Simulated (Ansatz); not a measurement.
# H2O2 (triplet): B3LYP, BHLYP, CAM-B3LYP over a scan of the distance O1–H3 along a hydrogen transfer, cc-pVDZ, part 2 of 2

Ansatz 0.2.0, Gaussian basis; cc-pVDZ, all electrons in the functionals. Earlier steps stand in the parts before.

## 16. BHLYP, 1.286 Å

Contents of in.yaml:

```yaml
crystal:
  periodic: [false, false, false]
  atoms:
    - {symbol: O, position_ang: [-1.216516, -0.027457, 0.000000]}
    - {symbol: H, position_ang: [-1.465826, 0.899119, 0.000000]}
    - {symbol: H, position_ang: [0.069484, -0.027457, 0.000000]}
    - {symbol: O, position_ang: [1.304484, -0.027457, 0.000000]}
basis:
  gaussian: {orbitals: cc-pVDZ}
magnetization: {spin_polarized: true, initial_magnetization: 2}
hamiltonian: {xc: {name: BHLYP}}
```

On the command line:

```sh
$ ansatz run in.yaml --threads 1 --pin off --events-out ev --progress --plain --max-ram 2393MiB
```

What it wrote, shortened:

```text
Functional definition: BHLYP
  name "BHLYP"
  cite "Becke, J. Chem. Phys. 98, 1372 (1993) doi:10.1063/1.464304"
  cite "Becke, Phys. Rev. A 38, 3098 (1988) doi:10.1103/PhysRevA.38.3098"
  cite "Lee, Yang & Parr, Phys. Rev. B 37, 785 (1988) doi:10.1103/PhysRevB.37.785"
[...]
344 factors; integrals over basis functions are off by at most 1.6e-3 eV
[...]
mean field -4119.59462097 eV, -151.3923099592 hartree, gradient 1.1e-6 eV, S^2 2.037832; 5 other end points of the search recorded, 0 dependent functions left out
reference -4119.59470392 eV, -151.3923130073 hartree; 10, 8 occupied and 28, 30 virtual orbitals, 344 factors
Total energy: -4119.59470392 eV, -151.3923130073 hartree
```

Wall time 3.8 s (1 thread of AMD EPYC 7R43, shared host).

From the report: ⟨S²⟩ of the determinant 2.038 (pure triplet: 2.00).

From 0.960 Å: +0.932 eV.

## 17. BHLYP, 1.368 Å

Contents of in.yaml:

```yaml
crystal:
  periodic: [false, false, false]
  atoms:
    - {symbol: O, position_ang: [-1.218946, -0.027457, 0.000000]}
    - {symbol: H, position_ang: [-1.468256, 0.899119, 0.000000]}
    - {symbol: H, position_ang: [0.149054, -0.027457, 0.000000]}
    - {symbol: O, position_ang: [1.302054, -0.027457, 0.000000]}
basis:
  gaussian: {orbitals: cc-pVDZ}
magnetization: {spin_polarized: true, initial_magnetization: 2}
hamiltonian: {xc: {name: BHLYP}}
```

Launched as before.

What it wrote, shortened:

```text
Functional definition: BHLYP
  name "BHLYP"
  cite "Becke, J. Chem. Phys. 98, 1372 (1993) doi:10.1063/1.464304"
  cite "Becke, Phys. Rev. A 38, 3098 (1988) doi:10.1103/PhysRevA.38.3098"
  cite "Lee, Yang & Parr, Phys. Rev. B 37, 785 (1988) doi:10.1103/PhysRevB.37.785"
[...]
343 factors; integrals over basis functions are off by at most 1.5e-3 eV
[...]
mean field -4119.68290977 eV, -151.3955545126 hartree, gradient 1.2e-6 eV, S^2 2.027139; 3 other end points of the search recorded, 0 dependent functions left out
reference -4119.68299233 eV, -151.3955575468 hartree; 10, 8 occupied and 28, 30 virtual orbitals, 343 factors
Total energy: -4119.68299233 eV, -151.3955575468 hartree
```

It took 3.6 s on 1 thread of AMD EPYC 7R43, shared host.

From the report: ⟨S²⟩ of the determinant 2.027 (pure triplet: 2.00).

From 0.960 Å: +0.844 eV.

## 18. BHLYP, 1.449 Å

Contents of in.yaml:

```yaml
crystal:
  periodic: [false, false, false]
  atoms:
    - {symbol: O, position_ang: [-1.221346, -0.027457, 0.000000]}
    - {symbol: H, position_ang: [-1.470656, 0.899119, 0.000000]}
    - {symbol: H, position_ang: [0.227654, -0.027457, 0.000000]}
    - {symbol: O, position_ang: [1.299654, -0.027457, 0.000000]}
basis:
  gaussian: {orbitals: cc-pVDZ}
magnetization: {spin_polarized: true, initial_magnetization: 2}
hamiltonian: {xc: {name: BHLYP}}
```

The command is unchanged.

What it wrote, shortened:

```text
Functional definition: BHLYP
  name "BHLYP"
  cite "Becke, J. Chem. Phys. 98, 1372 (1993) doi:10.1063/1.464304"
  cite "Becke, Phys. Rev. A 38, 3098 (1988) doi:10.1103/PhysRevA.38.3098"
  cite "Lee, Yang & Parr, Phys. Rev. B 37, 785 (1988) doi:10.1103/PhysRevB.37.785"
[...]
343 factors; integrals over basis functions are off by at most 1.5e-3 eV
[...]
mean field -4119.87229520 eV, -151.4025142988 hartree, gradient 1.7e-6 eV, S^2 2.015234; 3 other end points of the search recorded, 0 dependent functions left out
reference -4119.87237694 eV, -151.4025173027 hartree; 10, 8 occupied and 28, 30 virtual orbitals, 343 factors
Total energy: -4119.87237694 eV, -151.4025173027 hartree
```

It took 3.7 s on 1 thread of AMD EPYC 7R43, shared host.

From the report: ⟨S²⟩ of the determinant 2.015 (pure triplet: 2.00).

From 0.960 Å: +0.655 eV.

## 19. BHLYP, 1.531 Å

Contents of in.yaml:

```yaml
crystal:
  periodic: [false, false, false]
  atoms:
    - {symbol: O, position_ang: [-1.223776, -0.027457, 0.000000]}
    - {symbol: H, position_ang: [-1.473086, 0.899119, 0.000000]}
    - {symbol: H, position_ang: [0.307224, -0.027457, 0.000000]}
    - {symbol: O, position_ang: [1.297224, -0.027457, 0.000000]}
basis:
  gaussian: {orbitals: cc-pVDZ}
magnetization: {spin_polarized: true, initial_magnetization: 2}
hamiltonian: {xc: {name: BHLYP}}
```

The command is unchanged.

What it wrote, shortened:

```text
Functional definition: BHLYP
  name "BHLYP"
  cite "Becke, J. Chem. Phys. 98, 1372 (1993) doi:10.1063/1.464304"
  cite "Becke, Phys. Rev. A 38, 3098 (1988) doi:10.1103/PhysRevA.38.3098"
  cite "Lee, Yang & Parr, Phys. Rev. B 37, 785 (1988) doi:10.1103/PhysRevB.37.785"
[...]
343 factors; integrals over basis functions are off by at most 1.5e-3 eV
[...]
mean field -4120.03381191 eV, -151.4084499284 hartree, gradient 4.4e-6 eV, S^2 2.004534; 2 other end points of the search recorded, 0 dependent functions left out
reference -4120.03389137 eV, -151.4084528485 hartree; 10, 8 occupied and 28, 30 virtual orbitals, 343 factors
Total energy: -4120.03389137 eV, -151.4084528485 hartree
```

Wall time 2.1 s (1 thread of AMD EPYC 7R43, shared host).

From the report: ⟨S²⟩ of the determinant 2.005 (pure triplet: 2.00).

From 0.960 Å: +0.493 eV.

## 20. CAM-B3LYP, 0.892 Å

Contents of in.yaml:

```yaml
crystal:
  periodic: [false, false, false]
  atoms:
    - {symbol: O, position_ang: [-1.204841, -0.027457, 0.000000]}
    - {symbol: H, position_ang: [-1.454151, 0.899119, 0.000000]}
    - {symbol: H, position_ang: [-0.312841, -0.027457, 0.000000]}
    - {symbol: O, position_ang: [1.316159, -0.027457, 0.000000]}
basis:
  gaussian: {orbitals: cc-pVDZ}
magnetization: {spin_polarized: true, initial_magnetization: 2}
hamiltonian: {xc: {name: CAM-B3LYP}}
```

The command is unchanged.

What it wrote, shortened:

```text
Functional definition: CAM-B3LYP
  name "CAM-B3LYP"
  cite "Yanai, Tew & Handy, Chem. Phys. Lett. 393, 51 (2004) doi:10.1016/j.cplett.2004.06.011"
  cite "Iikura, Tsuneda, Yanai & Hirao, J. Chem. Phys. 115, 3540 (2001) doi:10.1063/1.1383587"
  cite "Becke, Phys. Rev. A 38, 3098 (1988) doi:10.1103/PhysRevA.38.3098"
  cite "Lee, Yang & Parr, Phys. Rev. B 37, 785 (1988) doi:10.1103/PhysRevB.37.785"
[...]
343 factors; integrals over basis functions are off by at most 1.5e-3 eV
102 factors; integrals over basis functions are off by at most 9.3e-6 eV
[...]
mean field -4120.56980376 eV, -151.4281472657 hartree, gradient 7.7e-6 eV, S^2 2.002751; 3 other end points of the search recorded, 0 dependent functions left out
reference -4120.56986621 eV, -151.4281495606 hartree; 10, 8 occupied and 28, 30 virtual orbitals, 343 factors
Total energy: -4120.56986621 eV, -151.4281495606 hartree
```

Run time: 3.1 s. Hardware: 1 thread of AMD EPYC 7R43, shared host.

From the report: ⟨S²⟩ of the determinant 2.003 (pure triplet: 2.00).

## 21. CAM-B3LYP, 0.960 Å

Contents of in.yaml:

```yaml
crystal:
  periodic: [false, false, false]
  atoms:
    - {symbol: O, position_ang: [-1.206842, -0.027457, 0.000000]}
    - {symbol: H, position_ang: [-1.456152, 0.899119, 0.000000]}
    - {symbol: H, position_ang: [-0.247313, -0.027457, 0.000000]}
    - {symbol: O, position_ang: [1.314158, -0.027457, 0.000000]}
basis:
  gaussian: {orbitals: cc-pVDZ}
magnetization: {spin_polarized: true, initial_magnetization: 2}
hamiltonian: {xc: {name: CAM-B3LYP}}
```

Same command.

What it wrote, shortened:

```text
Functional definition: CAM-B3LYP
  name "CAM-B3LYP"
  cite "Yanai, Tew & Handy, Chem. Phys. Lett. 393, 51 (2004) doi:10.1016/j.cplett.2004.06.011"
  cite "Iikura, Tsuneda, Yanai & Hirao, J. Chem. Phys. 115, 3540 (2001) doi:10.1063/1.1383587"
  cite "Becke, Phys. Rev. A 38, 3098 (1988) doi:10.1103/PhysRevA.38.3098"
  cite "Lee, Yang & Parr, Phys. Rev. B 37, 785 (1988) doi:10.1103/PhysRevB.37.785"
[...]
343 factors; integrals over basis functions are off by at most 1.4e-3 eV
102 factors; integrals over basis functions are off by at most 9.3e-6 eV
[...]
mean field -4120.71379425 eV, -151.4334388184 hartree, gradient 7.8e-6 eV, S^2 2.003150; 3 other end points of the search recorded, 0 dependent functions left out
reference -4120.71385534 eV, -151.4334410635 hartree; 10, 8 occupied and 28, 30 virtual orbitals, 343 factors
Total energy: -4120.71385534 eV, -151.4334410635 hartree
```

Wall time 3 s (1 thread of AMD EPYC 7R43, shared host).

From the report: ⟨S²⟩ of the determinant 2.003 (pure triplet: 2.00).

## 22. CAM-B3LYP, 1.041 Å

Contents of in.yaml:

```yaml
crystal:
  periodic: [false, false, false]
  atoms:
    - {symbol: O, position_ang: [-1.209256, -0.027457, 0.000000]}
    - {symbol: H, position_ang: [-1.458566, 0.899119, 0.000000]}
    - {symbol: H, position_ang: [-0.168256, -0.027457, 0.000000]}
    - {symbol: O, position_ang: [1.311744, -0.027457, 0.000000]}
basis:
  gaussian: {orbitals: cc-pVDZ}
magnetization: {spin_polarized: true, initial_magnetization: 2}
hamiltonian: {xc: {name: CAM-B3LYP}}
```

The command is unchanged.

What it wrote, shortened:

```text
Functional definition: CAM-B3LYP
  name "CAM-B3LYP"
  cite "Yanai, Tew & Handy, Chem. Phys. Lett. 393, 51 (2004) doi:10.1016/j.cplett.2004.06.011"
  cite "Iikura, Tsuneda, Yanai & Hirao, J. Chem. Phys. 115, 3540 (2001) doi:10.1063/1.1383587"
  cite "Becke, Phys. Rev. A 38, 3098 (1988) doi:10.1103/PhysRevA.38.3098"
  cite "Lee, Yang & Parr, Phys. Rev. B 37, 785 (1988) doi:10.1103/PhysRevB.37.785"
[...]
343 factors; integrals over basis functions are off by at most 1.4e-3 eV
102 factors; integrals over basis functions are off by at most 9.3e-6 eV
[...]
mean field -4120.60825254 eV, -151.4295602322 hartree, gradient 3.5e-6 eV, S^2 2.006064; 3 other end points of the search recorded, 0 dependent functions left out
reference -4120.60831282 eV, -151.4295624473 hartree; 10, 8 occupied and 28, 30 virtual orbitals, 343 factors
Total energy: -4120.60831282 eV, -151.4295624473 hartree
```

It took 2.4 s on 1 thread of AMD EPYC 7R43, shared host.

From the report: ⟨S²⟩ of the determinant 2.006 (pure triplet: 2.00).

From 0.960 Å: +0.106 eV.

## 23. CAM-B3LYP, 1.123 Å

Contents of in.yaml:

```yaml
crystal:
  periodic: [false, false, false]
  atoms:
    - {symbol: O, position_ang: [-1.211686, -0.027457, 0.000000]}
    - {symbol: H, position_ang: [-1.460996, 0.899119, 0.000000]}
    - {symbol: H, position_ang: [-0.088686, -0.027457, 0.000000]}
    - {symbol: O, position_ang: [1.309314, -0.027457, 0.000000]}
basis:
  gaussian: {orbitals: cc-pVDZ}
magnetization: {spin_polarized: true, initial_magnetization: 2}
hamiltonian: {xc: {name: CAM-B3LYP}}
```

Same command.

What it wrote, shortened:

```text
Functional definition: CAM-B3LYP
  name "CAM-B3LYP"
  cite "Yanai, Tew & Handy, Chem. Phys. Lett. 393, 51 (2004) doi:10.1016/j.cplett.2004.06.011"
  cite "Iikura, Tsuneda, Yanai & Hirao, J. Chem. Phys. 115, 3540 (2001) doi:10.1063/1.1383587"
  cite "Becke, Phys. Rev. A 38, 3098 (1988) doi:10.1103/PhysRevA.38.3098"
  cite "Lee, Yang & Parr, Phys. Rev. B 37, 785 (1988) doi:10.1103/PhysRevB.37.785"
[...]
343 factors; integrals over basis functions are off by at most 1.4e-3 eV
102 factors; integrals over basis functions are off by at most 1.0e-5 eV
[...]
mean field -4120.37230309 eV, -151.4208892498 hartree, gradient 7.2e-6 eV, S^2 2.011976; 4 other end points of the search recorded, 0 dependent functions left out
reference -4120.37236309 eV, -151.4208914550 hartree; 10, 8 occupied and 28, 30 virtual orbitals, 343 factors
Total energy: -4120.37236309 eV, -151.4208914550 hartree
```

It took 2.6 s on 1 thread of AMD EPYC 7R43, shared host.

From the report: ⟨S²⟩ of the determinant 2.012 (pure triplet: 2.00).

From 0.960 Å: +0.341 eV.

## 24. CAM-B3LYP, 1.204 Å

Contents of in.yaml:

```yaml
crystal:
  periodic: [false, false, false]
  atoms:
    - {symbol: O, position_ang: [-1.214086, -0.027457, 0.000000]}
    - {symbol: H, position_ang: [-1.463396, 0.899119, 0.000000]}
    - {symbol: H, position_ang: [-0.010086, -0.027457, 0.000000]}
    - {symbol: O, position_ang: [1.306914, -0.027457, 0.000000]}
basis:
  gaussian: {orbitals: cc-pVDZ}
magnetization: {spin_polarized: true, initial_magnetization: 2}
hamiltonian: {xc: {name: CAM-B3LYP}}
```

The command is unchanged.

What it wrote, shortened:

```text
Functional definition: CAM-B3LYP
  name "CAM-B3LYP"
  cite "Yanai, Tew & Handy, Chem. Phys. Lett. 393, 51 (2004) doi:10.1016/j.cplett.2004.06.011"
  cite "Iikura, Tsuneda, Yanai & Hirao, J. Chem. Phys. 115, 3540 (2001) doi:10.1063/1.1383587"
  cite "Becke, Phys. Rev. A 38, 3098 (1988) doi:10.1103/PhysRevA.38.3098"
  cite "Lee, Yang & Parr, Phys. Rev. B 37, 785 (1988) doi:10.1103/PhysRevB.37.785"
[...]
345 factors; integrals over basis functions are off by at most 1.4e-3 eV
102 factors; integrals over basis functions are off by at most 1.1e-5 eV
[...]
mean field -4120.15601070 eV, -151.4129406510 hartree, gradient 5.9e-7 eV, S^2 2.019060; 5 other end points of the search recorded, 0 dependent functions left out
reference -4120.15607040 eV, -151.4129428453 hartree; 10, 8 occupied and 28, 30 virtual orbitals, 345 factors
Total energy: -4120.15607040 eV, -151.4129428453 hartree
```

It took 4.1 s on 1 thread of AMD EPYC 7R43, shared host.

From the report: ⟨S²⟩ of the determinant 2.019 (pure triplet: 2.00).

From 0.960 Å: +0.558 eV.

## 25. CAM-B3LYP, 1.286 Å

Contents of in.yaml:

```yaml
crystal:
  periodic: [false, false, false]
  atoms:
    - {symbol: O, position_ang: [-1.216516, -0.027457, 0.000000]}
    - {symbol: H, position_ang: [-1.465826, 0.899119, 0.000000]}
    - {symbol: H, position_ang: [0.069484, -0.027457, 0.000000]}
    - {symbol: O, position_ang: [1.304484, -0.027457, 0.000000]}
basis:
  gaussian: {orbitals: cc-pVDZ}
magnetization: {spin_polarized: true, initial_magnetization: 2}
hamiltonian: {xc: {name: CAM-B3LYP}}
```

The command is unchanged.

What it wrote, shortened:

```text
Functional definition: CAM-B3LYP
  name "CAM-B3LYP"
  cite "Yanai, Tew & Handy, Chem. Phys. Lett. 393, 51 (2004) doi:10.1016/j.cplett.2004.06.011"
  cite "Iikura, Tsuneda, Yanai & Hirao, J. Chem. Phys. 115, 3540 (2001) doi:10.1063/1.1383587"
  cite "Becke, Phys. Rev. A 38, 3098 (1988) doi:10.1103/PhysRevA.38.3098"
  cite "Lee, Yang & Parr, Phys. Rev. B 37, 785 (1988) doi:10.1103/PhysRevB.37.785"
[...]
344 factors; integrals over basis functions are off by at most 1.6e-3 eV
102 factors; integrals over basis functions are off by at most 9.4e-6 eV
[...]
mean field -4120.05364689 eV, -151.4091788507 hartree, gradient 2.6e-6 eV, S^2 2.021596; 6 other end points of the search recorded, 0 dependent functions left out
reference -4120.05370632 eV, -151.4091810345 hartree; 10, 8 occupied and 28, 30 virtual orbitals, 344 factors
Total energy: -4120.05370632 eV, -151.4091810345 hartree
```

It took 3.7 s on 1 thread of AMD EPYC 7R43, shared host.

From the report: ⟨S²⟩ of the determinant 2.022 (pure triplet: 2.00).

From 0.960 Å: +0.660 eV.

## 26. CAM-B3LYP, 1.368 Å

Contents of in.yaml:

```yaml
crystal:
  periodic: [false, false, false]
  atoms:
    - {symbol: O, position_ang: [-1.218946, -0.027457, 0.000000]}
    - {symbol: H, position_ang: [-1.468256, 0.899119, 0.000000]}
    - {symbol: H, position_ang: [0.149054, -0.027457, 0.000000]}
    - {symbol: O, position_ang: [1.302054, -0.027457, 0.000000]}
basis:
  gaussian: {orbitals: cc-pVDZ}
magnetization: {spin_polarized: true, initial_magnetization: 2}
hamiltonian: {xc: {name: CAM-B3LYP}}
```

Same command.

What it wrote, shortened:

```text
Functional definition: CAM-B3LYP
  name "CAM-B3LYP"
  cite "Yanai, Tew & Handy, Chem. Phys. Lett. 393, 51 (2004) doi:10.1016/j.cplett.2004.06.011"
  cite "Iikura, Tsuneda, Yanai & Hirao, J. Chem. Phys. 115, 3540 (2001) doi:10.1063/1.1383587"
  cite "Becke, Phys. Rev. A 38, 3098 (1988) doi:10.1103/PhysRevA.38.3098"
  cite "Lee, Yang & Parr, Phys. Rev. B 37, 785 (1988) doi:10.1103/PhysRevB.37.785"
[...]
343 factors; integrals over basis functions are off by at most 1.5e-3 eV
102 factors; integrals over basis functions are off by at most 9.7e-6 eV
[...]
mean field -4120.08967999 eV, -151.4105030425 hartree, gradient 5.1e-7 eV, S^2 2.017059; 5 other end points of the search recorded, 0 dependent functions left out
reference -4120.08973909 eV, -151.4105052143 hartree; 10, 8 occupied and 28, 30 virtual orbitals, 343 factors
Total energy: -4120.08973909 eV, -151.4105052143 hartree
```

Wall time 4.4 s (1 thread of AMD EPYC 7R43, shared host).

From the report: ⟨S²⟩ of the determinant 2.017 (pure triplet: 2.00).

From 0.960 Å: +0.624 eV.

## 27. CAM-B3LYP, 1.449 Å

Contents of in.yaml:

```yaml
crystal:
  periodic: [false, false, false]
  atoms:
    - {symbol: O, position_ang: [-1.221346, -0.027457, 0.000000]}
    - {symbol: H, position_ang: [-1.470656, 0.899119, 0.000000]}
    - {symbol: H, position_ang: [0.227654, -0.027457, 0.000000]}
    - {symbol: O, position_ang: [1.299654, -0.027457, 0.000000]}
basis:
  gaussian: {orbitals: cc-pVDZ}
magnetization: {spin_polarized: true, initial_magnetization: 2}
hamiltonian: {xc: {name: CAM-B3LYP}}
```

Same command.

What it wrote, shortened:

```text
Functional definition: CAM-B3LYP
  name "CAM-B3LYP"
  cite "Yanai, Tew & Handy, Chem. Phys. Lett. 393, 51 (2004) doi:10.1016/j.cplett.2004.06.011"
  cite "Iikura, Tsuneda, Yanai & Hirao, J. Chem. Phys. 115, 3540 (2001) doi:10.1063/1.1383587"
  cite "Becke, Phys. Rev. A 38, 3098 (1988) doi:10.1103/PhysRevA.38.3098"
  cite "Lee, Yang & Parr, Phys. Rev. B 37, 785 (1988) doi:10.1103/PhysRevB.37.785"
[...]
343 factors; integrals over basis functions are off by at most 1.5e-3 eV
102 factors; integrals over basis functions are off by at most 9.5e-6 eV
[...]
mean field -4120.19456520 eV, -151.4143575029 hartree, gradient 1.5e-6 eV, S^2 2.010807; 5 other end points of the search recorded, 0 dependent functions left out
reference -4120.19462375 eV, -151.4143596547 hartree; 10, 8 occupied and 28, 30 virtual orbitals, 343 factors
Total energy: -4120.19462375 eV, -151.4143596547 hartree
```

Wall time 4.3 s (1 thread of AMD EPYC 7R43, shared host).

From the report: ⟨S²⟩ of the determinant 2.011 (pure triplet: 2.00).

From 0.960 Å: +0.519 eV.

## 28. CAM-B3LYP, 1.531 Å

Contents of in.yaml:

```yaml
crystal:
  periodic: [false, false, false]
  atoms:
    - {symbol: O, position_ang: [-1.223776, -0.027457, 0.000000]}
    - {symbol: H, position_ang: [-1.473086, 0.899119, 0.000000]}
    - {symbol: H, position_ang: [0.307224, -0.027457, 0.000000]}
    - {symbol: O, position_ang: [1.297224, -0.027457, 0.000000]}
basis:
  gaussian: {orbitals: cc-pVDZ}
magnetization: {spin_polarized: true, initial_magnetization: 2}
hamiltonian: {xc: {name: CAM-B3LYP}}
```

The command is unchanged.

What it wrote, shortened:

```text
Functional definition: CAM-B3LYP
  name "CAM-B3LYP"
  cite "Yanai, Tew & Handy, Chem. Phys. Lett. 393, 51 (2004) doi:10.1016/j.cplett.2004.06.011"
  cite "Iikura, Tsuneda, Yanai & Hirao, J. Chem. Phys. 115, 3540 (2001) doi:10.1063/1.1383587"
  cite "Becke, Phys. Rev. A 38, 3098 (1988) doi:10.1103/PhysRevA.38.3098"
  cite "Lee, Yang & Parr, Phys. Rev. B 37, 785 (1988) doi:10.1103/PhysRevB.37.785"
[...]
343 factors; integrals over basis functions are off by at most 1.5e-3 eV
102 factors; integrals over basis functions are off by at most 9.5e-6 eV
[...]
mean field -4120.24028747 eV, -151.4160377652 hartree, gradient 3.4e-6 eV, S^2 2.006616; 3 other end points of the search recorded, 0 dependent functions left out
reference -4120.24034530 eV, -151.4160398904 hartree; 10, 8 occupied and 28, 30 virtual orbitals, 343 factors
Total energy: -4120.24034530 eV, -151.4160398904 hartree
```

Wall time 5.5 s (1 thread of AMD EPYC 7R43, shared host).

From the report: ⟨S²⟩ of the determinant 2.007 (pure triplet: 2.00).

From 0.960 Å: +0.474 eV.

## 29. The comparison

The yardstick is UCCSDT(Q), where the cluster series has nearly closed. It comes from earlier runs at the same points. Energies in eV, counted from 0.960 Å; blanks weren't run or aren't comparable.

| level | 0.892 Å | 0.960 Å | 1.041 Å | 1.123 Å | 1.204 Å | 1.286 Å | 1.368 Å | 1.449 Å | 1.531 Å |
| --- | --- | --- | --- | --- | --- | --- | --- | --- | --- |
| UCCSDT(Q) | 0.108 | 0.000 | 0.197 |  | 0.866 | 1.025 | 0.971 | 0.804 | 0.672 |
| B3LYP | 0.173 | 0.000 | 0.069 | 0.267 | 0.454 | 0.550 | 0.535 | 0.464 | 0.453 |
| BHLYP | 0.080 | 0.000 | 0.211 | 0.536 | 0.818 | 0.932 | 0.844 | 0.655 | 0.493 |
| CAM-B3LYP | 0.144 | 0.000 | 0.106 | 0.341 | 0.558 | 0.660 | 0.624 | 0.519 | 0.474 |

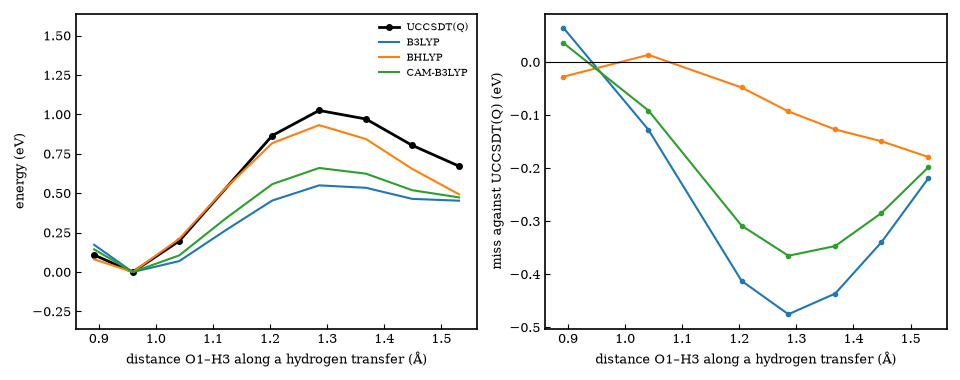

Left: the curves (the axis may cut off levels that run far away). Right: misses against UCCSDT(Q), in the same colours.

Largest miss and mean time a point (UCCSDT(Q) took 49 s a point; shared hosts):

| level | largest miss (eV) | where | time a point |
| --- | --- | --- | --- |
| B3LYP | -0.475 | 1.286 Å | 3.4 s |
| BHLYP | -0.179 | 1.531 Å | 2.8 s |
| CAM-B3LYP | -0.365 | 1.286 Å | 3.7 s |

## 30. Results

This closing draws on all 2 parts.

| quantity | value |
| --- | --- |
| span of the UCCSDT(Q) curve (points where it is known) | 1.025 eV |
| largest miss, B3LYP | -0.475 eV (1.286 Å) |
| largest miss, BHLYP | -0.179 eV (1.531 Å) |
| largest miss, CAM-B3LYP | -0.365 eV (1.286 Å) |

In words: Misses are known at 7 of 8 points at best, and only functionals with that many are ranked. Of the functionals, BHLYP keep the smallest largest miss at the points compared (at most 0.179 eV) and B3LYP strays most (0.475 eV, at 1.286 Å). Functionals and the yardstick converge differently with the basis, so part of each miss in cc-pVDZ is the basis.
